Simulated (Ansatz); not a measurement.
## Electronic structure of F₃GeH···PH₃ in real space

Input file:

```
crystal:
  periodic: [false, false, false]
  atoms:
    - { symbol: Ge, position_ang: [0.275657, -0.042547, -0.02083] }
    - { symbol: H, position_ang: [0.3287, -0.019908, 1.512992] }
    - { symbol: F, position_ang: [1.812727, 0.06058, -0.768306] }
    - { symbol: F, position_ang: [-0.656361, 1.257359, -0.635873] }
    - { symbol: F, position_ang: [-0.458981, -1.469195, -0.627416] }
    - { symbol: P, position_ang: [-2.902495, 0.23338, 1.364655] }
    - { symbol: H, position_ang: [-2.745051, -0.707161, 0.298606] }
    - { symbol: H, position_ang: [-3.234456, -0.790635, 2.312815] }
    - { symbol: H, position_ang: [-1.52554, 0.166028, 1.723557] }
basis:
  gaussian: { orbitals: def2-SVP }
hamiltonian:
  xc: pbe0
  dispersion: d4
relax:
  f_tol: 0.03
  max_steps: 50
output:
  orbitals: {}
```

Run with:

```sh
ansatz run input.yaml --threads 4 --pin off --max-ram 5120MiB --backend cpu --events-out ev --progress --plain --runs-dir out
```

The fields are those of the run's last geometry, not of the input's.

Method: RKS PBE0-D4/def2-SVP in Ansatz 0.2.0.

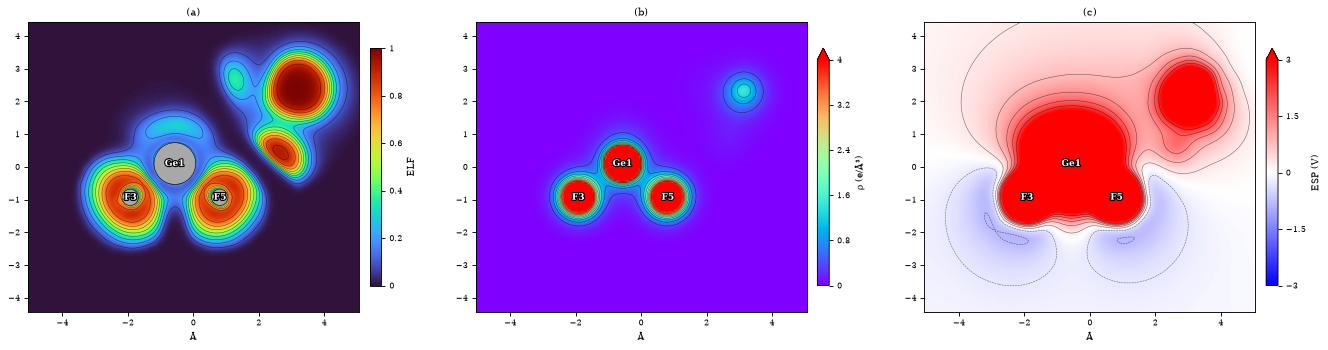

Figure 1. (a) ELF; (b) electron density; (c) electrostatic potential on the plane of atoms F3, Ge1 and F5. Grey discs cover the atomic cores in the ELF map.

Describe what can be read from this map.

- Atoms in the plane: Ge and F.
- Ge–F (1.71 Å): ρ at the midpoint is about 0.98 e/Å³; the ELF peaks at about 0.80 in the valence shell of F, 0.5 Å from its nucleus, and is about 0.25 at the midpoint.
- The ELF also peaks beside F3 and F5, away from the bonds: lone-pair regions.
- Outside the dense part of the complex the potential is most negative (−0.9 V) near F3.

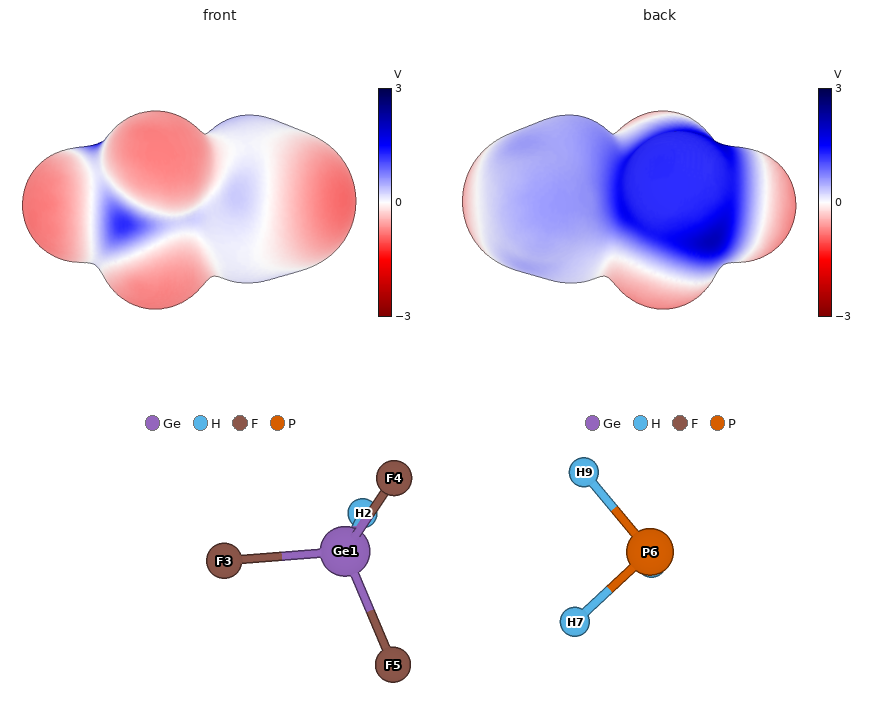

Figure 2. The molecular electrostatic potential painted on the density surface at 0.001 e/bohr³, seen from the front and from behind; red is negative and blue positive. The bare structure is drawn below in the same view.

Describe the electrostatic potential map.

The most negative region (about −0.8 V) lies over F3 and P6, the most positive (about +2.0 V) over Ge1.

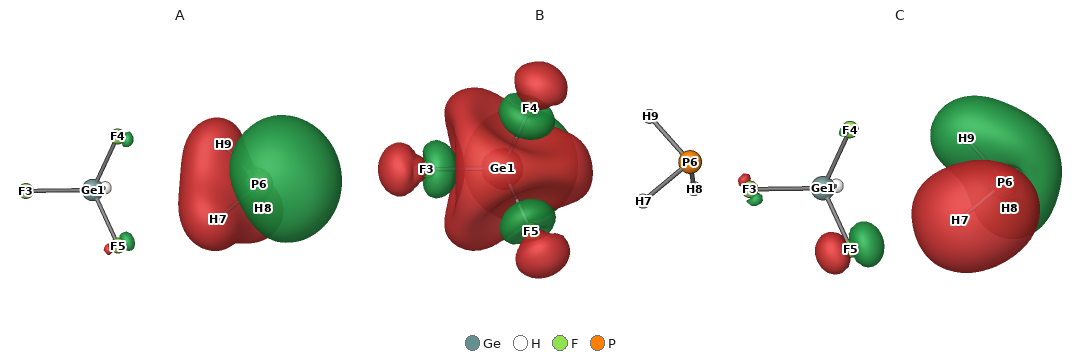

Figure 3. Three frontier orbitals at ±0.08 Å⁻³ᐟ² (green and red are the two phases), in no order.

Order the three orbitals by energy and name them.

C is the HOMO−1 (−10.73 eV). Its weight (Hirshfeld) is mainly on P6 (about 50 %), H7 (about 30 %), H9 (about 10 %) and H8 (about 10 %). A is the HOMO (−7.82 eV). It lies mainly on P6 (about 80 %) and H8 (about 5 %); largely a lone pair of P6. B is the LUMO (−0.45 eV). Its weight (Hirshfeld) is mainly on Ge1 (about 45 %), H2 (about 20 %), F5 (about 10 %), F3 (about 10 %) and F4 (about 10 %).

What is the HOMO–LUMO gap?

7.37 eV between the orbital energies.
